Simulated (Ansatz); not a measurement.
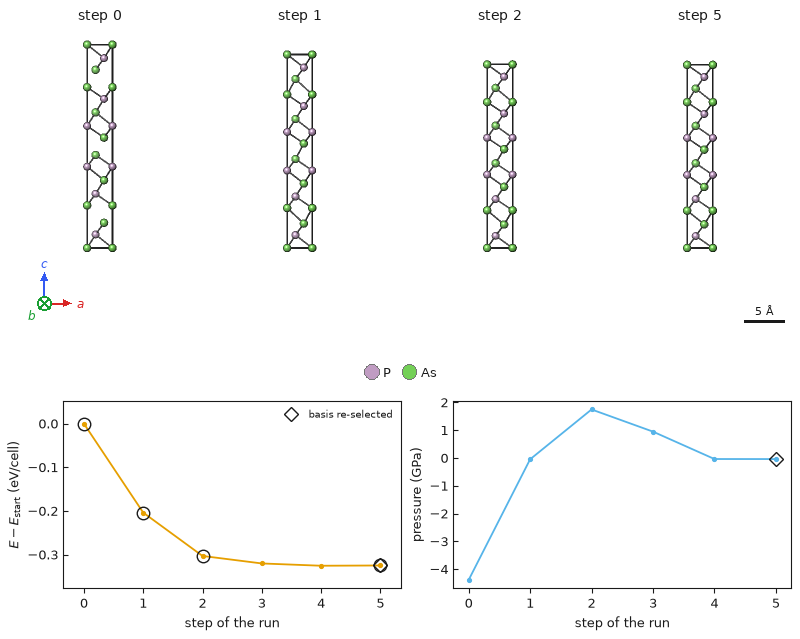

Frames of a relaxation of solid As₃P₂ (built on the tetradymite_166 type) (coarse preliminary run), marked on the history of the run. Style: ball-and-stick. Shown: the conventional cell (3 times the calculation's cell), along the b axis. Lengths and directions refer to the drawn axes.

Case: anti-tetradymite type (R-3m, No. 166).

Method: DFT PBE, scalar-relativistic, plane waves, PAW (Ansatz 0.2.0).

Input
```yaml
crystal:
  lattice:
    - [1.8289419306, 1.0559401159, 8.4780735892]
    - [-1.8289419306, 1.0559401159, 8.4780735892]
    - [0.0, -2.1118802319, 8.4780735892]
  atoms:
    - { symbol: P, position: [0.4, 0.4, 0.4] }
    - { symbol: P, position: [0.6, 0.6, 0.6] }
    - { symbol: As, position: [0.0, 0.0, 0.0] }
    - { symbol: As, position: [0.2095, 0.2095, 0.2095] }
    - { symbol: As, position: [0.7905, 0.7905, 0.7905] }
basis:
  ecutwfc: 420
kpoints:
  mp_grid: { grid: [6, 6, 6] }
hamiltonian:
  xc: pbe
scf:
  occupations: { method: gaussian, width: 0.1 }
  lower_state_search: "off"
output:
  forces: true
  stress: true
  eigenvalues: true
relax:
  adjacent_minimum: "off"
  f_tol: 0.04
  max_steps: 70
  cell: { stress_tol: 0.4 }
```

Run as
```bash
ansatz run input.yaml --threads 1 --pin off --max-ram 2560MiB --backend cpu --events-out ev --progress --plain --runs-dir out
```

Question: What happens along the run?

Answer: Over 4 accepted moves (5 points after the start) the energy falls by 0.325 eV per cell of the calculation. Largest force component: 0.082 eV/Å at the start, 0.03 eV/Å at the end. Pressure: −4.39 GPa at the start and −0.04 GPa at the end. At 1 point the geometry stayed and the basis and grid were re-selected for the new cell (energy shift of 0.6 meV per cell of the calculation at most each time). The largest moves relative to the cell, 0.13 Å, are those of As4 and As5. As5 goes along +c. By element the largest moves are As 0.13 Å, P 0.02 Å. Cell: a = b 3.658 → 3.714 Å (+1.5 %), c 25.434 → 22.897 Å (−10.0 %). Volume −7.2 %. Some distances before and after: As4–As5 3.034 → 2.739 Å, P1–As3 2.708 → 2.618 Å, P1–As5 2.564 → 2.595 Å. Bond angles that change, for instance: As3–P2–As3 85.0° → 90.3°, P1–As3–P2 95.0° → 89.7°, P1–As3–P1 85.0° → 90.3°. The space group stays R-3m (No. 166). From step 0 to 1: As atoms move most (0.06 Å), volume −6.6 %, energy −0.204 eV per cell of the calculation. From step 1 to 2: As atoms move most (0.03 Å), volume −2.5 %, energy −99.2 meV per cell of the calculation. From step 2 to 5: As atoms move most (0.03 Å), volume +2.0 %, energy −21.8 meV per cell of the calculation.
